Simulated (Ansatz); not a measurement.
Run report: GeH2F4, nudged elastic band

GeH2F4, computed with RKS r2SCAN-D4/def2-SVP (Ansatz 0.2.0).

It belongs to a series of runs on one base structure; here: band between the two ends.

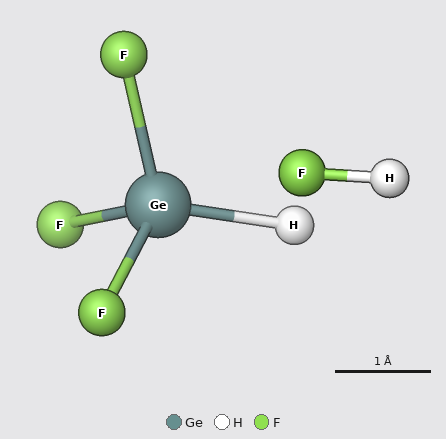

**Figure 1.** The starting structure (ball-and-stick view, seen at a tilt). Sticks mark near contacts. Bond lengths as drawn: F–Ge 1.71 to 1.72 Å, F–H 0.93 Å and Ge–H 1.51 Å.

The input
```yaml
crystal:
  periodic: [false, false, false]
  atoms:
    - { symbol: Ge, position_ang: [0.275264, 0.0, -0.017219] }
    - { symbol: H, position_ang: [0.519687, 0.0, 1.477043] }
    - { symbol: F, position_ang: [1.793798, 0.0, -0.830645] }
    - { symbol: F, position_ang: [-0.519623, 1.394073, -0.621979] }
    - { symbol: F, position_ang: [-0.519623, -1.394073, -0.621978] }
    - { symbol: F, position_ang: [-2.109104, 0.0, 1.158561] }
    - { symbol: H, position_ang: [-2.326697, 0.0, 2.059717] }
basis:
  gaussian: { orbitals: def2-SVP }
hamiltonian:
  xc: r2scan
  dispersion: d4
neb:
  order_check: false
  images: 5
  f_tol: 0.05
  max_iterations: 60
  final_atoms:
    - { symbol: Ge, position_ang: [-0.42766648, -0.00113646, -0.63967497] }
    - { symbol: H, position_ang: [0.00619327, 0.003129, 2.90781653] }
    - { symbol: F, position_ang: [0.97751998, -0.00223118, 0.32051069] }
    - { symbol: F, position_ang: [-0.43685001, 1.39006948, -1.61841381] }
    - { symbol: F, position_ang: [-0.43554586, -1.38884789, -1.62339532] }
    - { symbol: F, position_ang: [-1.81782049, -0.00359074, 0.34308237] }
    - { symbol: H, position_ang: [-0.75212841, 0.0026078, 2.91357451] }
  initial_path:
    images:
      - { positions_ang: [[0.275264, 0.0, -0.017219], [0.519687, 0.0, 1.477043], [1.793798, 0.0, -0.830645], [-0.519623, 1.394073, -0.621979], [-0.519623, -1.394073, -0.621978], [-2.109104, 0.0, 1.158561], [-2.326697, 0.0, 2.059717]] }
      - { positions_ang: [[0.18544332, -1.0e-08, -0.00930116], [0.33842574, 7.0e-08, 1.62012842], [1.72873487, -1.0e-08, -0.72971898], [-0.6052811, 1.38634862, -0.60306881], [-0.60528106, -1.38634871, -0.60306802], [-2.03366582, -1.0e-08, 0.97277032], [-1.89467396, 5.0e-08, 1.95575823]] }
      - { positions_ang: [[0.09562264, -2.0e-08, -0.00138331], [0.15716448, 1.5e-07, 1.76321385], [1.66367175, -3.0e-08, -0.62879297], [-0.69093919, 1.37862424, -0.58415862], [-0.69093912, -1.37862443, -0.58415804], [-1.95822765, -2.0e-08, 0.78697963], [-1.46265091, 1.1e-07, 1.85179946]] }
      - { positions_ang: [[0.00580196, -3.0e-08, 0.00653453], [-0.02409677, 2.2e-07, 1.90629927], [1.59860862, -4.0e-08, -0.52786695], [-0.77659729, 1.37089986, -0.56524843], [-0.77659718, -1.37090014, -0.56524806], [-1.88278947, -3.0e-08, 0.60118895], [-1.03062787, 1.6e-07, 1.7478407]] }
      - { positions_ang: [[-0.13868752, -0.00037884, -0.20886864], [-0.01400009, 0.00104315, 2.24013836], [1.39157908, -0.00074376, -0.24507441], [-0.6633482, 1.37728973, -0.91630356], [-0.66291341, -1.37688273, -0.91796381], [-1.86113315, -0.00119693, 0.51515342], [-0.93779472, 0.00086937, 2.13641863]] }
      - { positions_ang: [[-0.283177, -0.00075765, -0.4242718], [-0.00390341, 0.00208607, 2.57397744], [1.18454953, -0.00148747, 0.03771814], [-0.55009911, 1.38367961, -1.26735868], [-0.54922963, -1.38286531, -1.27067957], [-1.83947682, -0.00239384, 0.4291179], [-0.84496156, 0.00173859, 2.52499657]] }
      - { positions_ang: [[-0.42766648, -0.00113646, -0.63967497], [0.00619327, 0.003129, 2.90781653], [0.97751998, -0.00223118, 0.32051069], [-0.43685001, 1.39006948, -1.61841381], [-0.43554586, -1.38884789, -1.62339532], [-1.81782049, -0.00359074, 0.34308237], [-0.75212841, 0.0026078, 2.91357451]] }
```

Command:
```bash
ansatz run input.yaml --threads 4 --pin off --max-ram 5120MiB --backend cpu --events-out ev --progress --plain --runs-dir out
```

The program's output
```
Engine: ansatz 0.2.0, x86_64-unknown-linux-gnu
Functional definition: r2SCAN
  parameter k0 = 0.174
  parameter k1 = 0.065
  parameter a1 = 4.9479
  exchange = r2scan_x(k0 = k0, k1 = k1, a1 = a1)
  correlation = r2scan_c
1059 factors; their error is unknown
mean field evaluation 1: about -67395.3093 eV, gradient 6.1e1 eV
mean field evaluation 2: about -67381.9544 eV, gradient 1.1e2 eV
mean field evaluation 4: about -67400.6971 eV, gradient 3.5e0 eV
mean field evaluation 8: about -67400.6499 eV, gradient 3.6e-2 eV
mean field -67400.64993566 eV, -2476.9281993340 hartree, gradient 7.2e-5 eV, S^2 0.000000; 0 other end points of the search recorded, 0 dependent functions left out
the calculation of the forces begins
reference -67400.64994413 eV, -2476.9281996454 hartree; 35, 35 occupied and 63, 63 virtual orbitals, 1059 factors
1059 factors; their error is unknown
mean field evaluation 16: about -67395.3202 eV, gradient 6.1e1 eV
mean field -67400.82254855 eV, -2476.9345427409 hartree, gradient 3.8e-5 eV, S^2 0.000000; 0 other end points of the search recorded, 0 dependent functions left out
[... from here on the field's lines of each further geometry are left out, up to the last ...]
NEB iter   1: max|band force component| = 1.181e1 eV/Å  barrier→ = 3.4053 eV  barrier← = 3.5782 eV  Δτ_max = 0.2000 Å  (190 SCF iters)
NEB iter   2: max|band force component| = 6.346e0 eV/Å  barrier→ = 2.0484 eV  barrier← = 2.2212 eV  Δτ_max = 0.2000 Å  (170 SCF iters)
NEB iter   3: max|band force component| = 2.530e0 eV/Å  barrier→ = 1.5000 eV  barrier← = 1.6729 eV  Δτ_max = 0.2000 Å  (152 SCF iters)
NEB iter   4: max|band force component| = 1.010e0 eV/Å  barrier→ = 1.1490 eV  barrier← = 1.3218 eV  Δτ_max = 0.2000 Å  (151 SCF iters)
NEB iter   5: max|band force component| = 1.320e0 eV/Å  barrier→ = 1.0994 eV  barrier← = 1.2723 eV  Δτ_max = 0.0995 Å  (144 SCF iters)
NEB iter   6: max|band force component| = 9.697e-1 eV/Å  barrier→ = 1.1155 eV  barrier← = 1.2884 eV  CI = image 3  Δτ_max = 0.2000 Å  (146 SCF iters)
NEB iter   7: max|band force component| = 5.983e-1 eV/Å  barrier→ = 1.4664 eV  barrier← = 1.6393 eV  CI = image 3  Δτ_max = 0.0684 Å  (144 SCF iters)
NEB iter   8: max|band force component| = 2.484e-1 eV/Å  barrier→ = 1.4482 eV  barrier← = 1.6210 eV  CI = image 3  Δτ_max = 0.0227 Å  (141 SCF iters)
NEB iter   9: max|band force component| = 1.376e-1 eV/Å  barrier→ = 1.4415 eV  barrier← = 1.6143 eV  CI = image 3  Δτ_max = 0.0069 Å  (135 SCF iters)
the calculation of the forces begins
reference -67400.71745291 eV, -2476.9306805473 hartree; 35, 35 occupied and 63, 63 virtual orbitals, 1059 factors
1059 factors; their error is unknown
mean field -67399.20808076 eV, -2476.8752121437 hartree, gradient 1.8e-5 eV, S^2 0.000000; 1 other end points of the search recorded, 0 dependent functions left out
the calculation of the forces begins
reference -67399.20808860 eV, -2476.8752124318 hartree; 35, 35 occupied and 63, 63 virtual orbitals, 1059 factors
NEB iter  10: max|band force component| = 3.869e-2 eV/Å  barrier→ = 1.4412 eV  barrier← = 1.6141 eV  CI = image 3  Δτ_max = 0.0000 Å  (276 SCF iters)
```

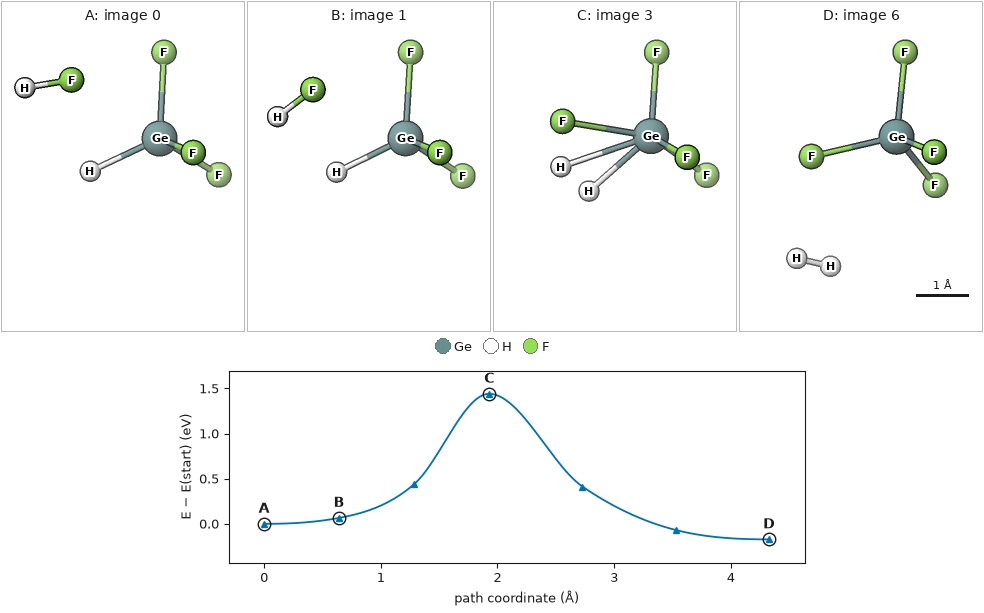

**Figure 2.** Images of the last band (counted from 0; ball-and-stick, seen at a tilt) above the energy along the path; the line is a cubic interpolation that uses the forces. The highest image is number 3, 1.441 eV above the start and 1.614 eV above the end (the climbing image); the end lies 0.173 eV below the start. The path is 4.33 Å long. The band converged in 10 iterations.

```
Total energy: -67399.23411038 eV, -2476.8761687149 hartree
Atom 0 at    -0.263274    -0.000210    -0.018850 Å, force    -0.002057     0.000110     0.002928 eV/Å
Atom 1 at     0.064781     0.001289     1.720736 Å, force    -0.014013    -0.000056    -0.004839 eV/Å
Atom 2 at     1.456258    -0.000783    -0.165249 Å, force     0.014634     0.000020     0.007223 eV/Å
Atom 3 at    -0.664570     1.459353    -0.811082 Å, force    -0.002529    -0.014257    -0.003824 eV/Å
Atom 4 at    -0.664751    -1.458814    -0.812800 Å, force    -0.002492     0.014172    -0.003772 eV/Å
Atom 5 at    -1.909331    -0.001247     0.970583 Å, force    -0.030443     0.000072     0.000900 eV/Å
Atom 6 at    -0.905410     0.000412     1.720162 Å, force     0.036899    -0.000060     0.001385 eV/Å
Dipole moment:     0.004959     0.000138     0.490519 e Å
this run last wrote the band of iteration 10 to [file]
```

The last band as extended XYZ (Å, eV, eV/Å)
```
7
Properties=species:S:1:pos:R:3:forces:R:3 image=0 energy=-67400.67532
Ge    0.2753    0.0000   -0.0172    0.0094   0.0000   0.0128
H     0.5197    0.0000    1.4770   -0.0074   0.0000  -0.0130
F     1.7938    0.0000   -0.8306   -0.0027   0.0000  -0.0024
F    -0.5196    1.3941   -0.6220    0.0004  -0.0010   0.0007
F    -0.5196   -1.3941   -0.6220    0.0004   0.0010   0.0007
F    -2.1091    0.0000    1.1586   -0.0053   0.0000   0.0282
H    -2.3267    0.0000    2.0597    0.0052   0.0000  -0.0270
7
Properties=species:S:1:pos:R:3:forces:R:3 image=1 energy=-67400.60982
Ge    0.1490    0.0000   -0.0013    0.0659   0.0000  -0.0089
H     0.2826    0.0001    1.5103    0.0575  -0.0003  -0.0209
F     1.7557   -0.0001   -0.6171    0.0409   0.0002  -0.1008
F    -0.5701    1.3953   -0.6906    0.0248  -0.0045   0.0219
F    -0.5702   -1.3951   -0.6909    0.0249   0.0045   0.0220
F    -2.1259   -0.0006    1.1109   -0.0355   0.0001  -0.0001
H    -1.8073    0.0004    1.9820   -0.1785   0.0001   0.0868
7
Properties=species:S:1:pos:R:3:forces:R:3 image=2 energy=-67400.23521
Ge   -0.0210    0.0000    0.0172    0.4267   0.0007   0.0589
H     0.1442    0.0010    1.5638    0.1687  -0.0010  -0.2938
F     1.6475   -0.0006   -0.3702    0.3631   0.0003  -0.3928
F    -0.6419    1.4046   -0.7474    0.0300  -0.1098   0.1214
F    -0.6421   -1.4041   -0.7481    0.0300   0.1099   0.1228
F    -2.0331   -0.0009    1.1208   -0.2169   0.0005   0.2977
H    -1.3400    0.0002    1.7674   -0.8016  -0.0005   0.0858
7
Properties=species:S:1:pos:R:3:forces:R:3 image=3 energy=-67399.23410
Ge   -0.2633   -0.0002   -0.0188   -0.0021   0.0001   0.0029
H     0.0648    0.0013    1.7207   -0.0140  -0.0001  -0.0048
F     1.4563   -0.0008   -0.1652    0.0146   0.0000   0.0072
F    -0.6646    1.4594   -0.8111   -0.0025  -0.0143  -0.0038
F    -0.6648   -1.4588   -0.8128   -0.0025   0.0142  -0.0038
F    -1.9093   -0.0012    0.9706   -0.0304   0.0001   0.0009
H    -0.9054    0.0004    1.7202    0.0369  -0.0001   0.0014
7
Properties=species:S:1:pos:R:3:forces:R:3 image=4 energy=-67400.26247
Ge   -0.4300   -0.0005   -0.2098   -0.2289  -0.0003  -0.2625
H     0.0738    0.0018    2.0463    0.1152   0.0008   0.3521
F     1.2483   -0.0010    0.1673   -0.2741  -0.0006   0.2468
F    -0.5762    1.4795   -1.0403    0.0126   0.0173  -0.2492
F    -0.5759   -1.4788   -1.0435    0.0128  -0.0174  -0.2506
F    -1.9360   -0.0020    0.6438    0.0026  -0.0010  -0.2610
H    -0.6904    0.0011    2.0398    0.3598   0.0012   0.4244
7
Properties=species:S:1:pos:R:3:forces:R:3 image=5 energy=-67400.74408
Ge   -0.4415   -0.0008   -0.4351    0.0207  -0.0001  -0.0967
H     0.0446    0.0023    2.4515    0.0225   0.0004   0.1602
F     1.0707   -0.0016    0.3527   -0.0968  -0.0005   0.0246
F    -0.4977    1.4252   -1.3607   -0.0016  -0.0282  -0.1285
F    -0.4967   -1.4241   -1.3650   -0.0015   0.0284  -0.1290
F    -1.8541   -0.0029    0.5190    0.0291  -0.0005  -0.0133
H    -0.7116    0.0018    2.4411    0.0276   0.0005   0.1827
7
Properties=species:S:1:pos:R:3:forces:R:3 image=6 energy=-67400.84820
Ge   -0.4277   -0.0011   -0.6397   -0.0169  -0.0004   0.0201
H     0.0062    0.0031    2.9078   -0.0135   0.0000   0.0015
F     0.9775   -0.0022    0.3205   -0.0069   0.0000  -0.0119
F    -0.4369    1.3901   -1.6184    0.0015   0.0067   0.0006
F    -0.4355   -1.3888   -1.6234    0.0015  -0.0064   0.0007
F    -1.8178   -0.0036    0.3431    0.0237   0.0000  -0.0153
H    -0.7521    0.0026    2.9136    0.0107   0.0001   0.0043
```

Summary

| quantity | value |
| --- | --- |
| outcome | converged |
| barrier, forward | 1.441 eV |
| barrier, backward | 1.614 eV |
| hardware | 4 threads of AMD EPYC (Zen 3), 24 GiB of memory available, shared host |
| wall time | 67 s (CPU time 4.2 min) |
| peak memory | 0.19 GiB |

Notes

The order of the saddle point was not checked.
